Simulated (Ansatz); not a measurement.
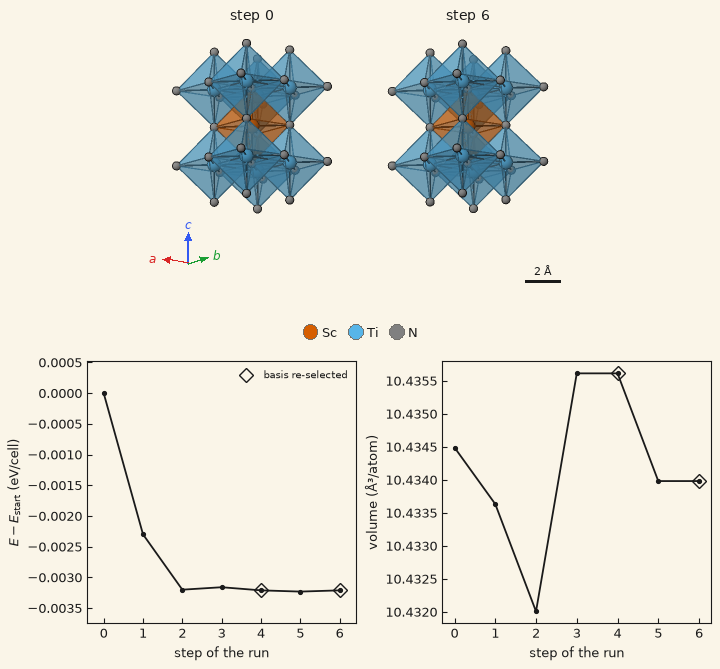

First and last geometry of a relaxation of a crystal of ScTiN2 (a generated structure, set up in P4/mmm), with the history of the run. The picture is a polyhedral view of the cell of the calculation, seen from a free direction.

The calculation used DFT PBE, scalar-relativistic, plane waves, PAW in Ansatz 0.2.0. Settings: plane-wave cutoff 420 eV; k-point mesh 16 × 16 × 10; occupations gaussian; smearing width 0.1 eV; no spin polarisation; cell and atoms relaxed; force threshold 0.01 eV/Å; at most 80 steps.

> Read the history and describe the run.

It converged. Over 4 accepted moves (6 points after the start) the energy falls by 3.2 meV per cell of the calculation. All forces vanish by symmetry, so only the cell relaxes. Pressure: 0.01 GPa at the start and 0.00 GPa at the end. The SCF was repeated twice at an unchanged geometry on a basis and grid sized afresh for the cell, which shifted the energy by 0.1 meV per cell of the calculation at most. The atoms keep their places relative to the cell (all moves are under 0.005 Å). The drawn cell changes at constant volume: a = b 3.085 → 3.095 Å (+0.3 %), c 4.387 → 4.356 Å (−0.7 %). Among the contacts that change: N–Sc 2.193 → 2.178 Å, N–Ti 2.193 → 2.178 Å, Sc–Sc 3.085 → 3.095 Å, Ti–Ti 3.085 → 3.095 Å. The space group stays P4/mmm (No. 123).

```json
{"step": "0", "E − E(0), meV/atom": "0.00", "pressure, GPa": "0.01", "volume, Å³/atom": "10.434", "note": ""}
{"step": "1", "E − E(0), meV/atom": "-0.57", "pressure, GPa": "0.01", "volume, Å³/atom": "10.434", "note": ""}
{"step": "2", "E − E(0), meV/atom": "-0.80", "pressure, GPa": "0.04", "volume, Å³/atom": "10.432", "note": ""}
{"step": "3", "E − E(0), meV/atom": "-0.79", "pressure, GPa": "-0.04", "volume, Å³/atom": "10.436", "note": ""}
{"step": "4", "E − E(0), meV/atom": "-0.80", "pressure, GPa": "-0.04", "volume, Å³/atom": "10.436", "note": "same geometry, new basis"}
{"step": "5", "E − E(0), meV/atom": "-0.81", "pressure, GPa": "0.00", "volume, Å³/atom": "10.434", "note": ""}
{"step": "6", "E − E(0), meV/atom": "-0.80", "pressure, GPa": "0.00", "volume, Å³/atom": "10.434", "note": "same geometry, new basis"}
```
